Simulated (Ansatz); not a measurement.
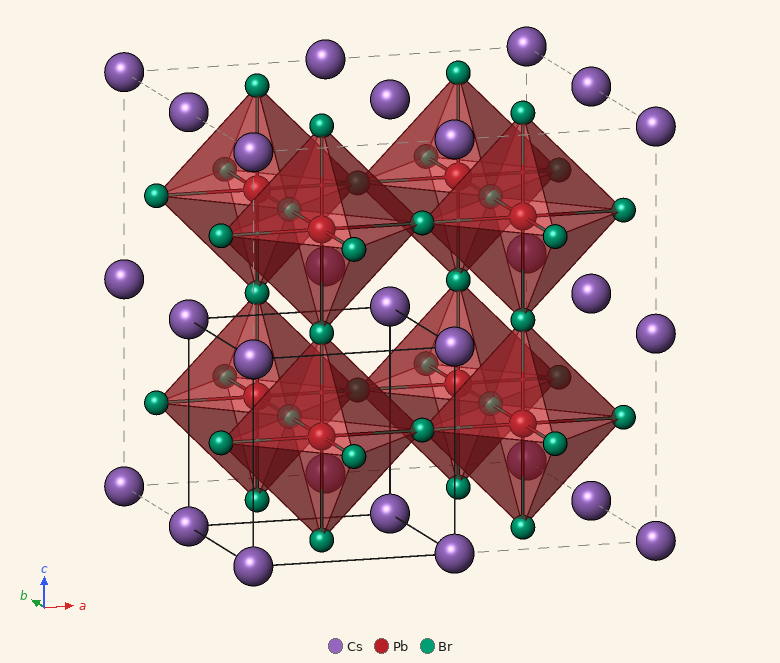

Polyhedra are drawn about Pb (bonds: Br–Pb below 3.3 Å); other atoms are plain spheres.

System CsPbBr₃ (space group Pm-3m, No. 221); source of the atomic positions: a calculation's input that goes back to an entry of the Crystallography Open Database (an earlier step may have relaxed or displaced it).

What figure surrounds each Pb atom, and what does it share with the other drawn polyhedra?

Pb: PbBr6 octahedron, sharing corners with six neighbours.

What is the connectivity of the polyhedra: isolated, groups, chains, layers or framework?

They form a three-dimensional framework of corner-sharing octahedra.

How far apart are the centres of linked polyhedra?

Centre to centre across a shared corner: 5.87 Å.
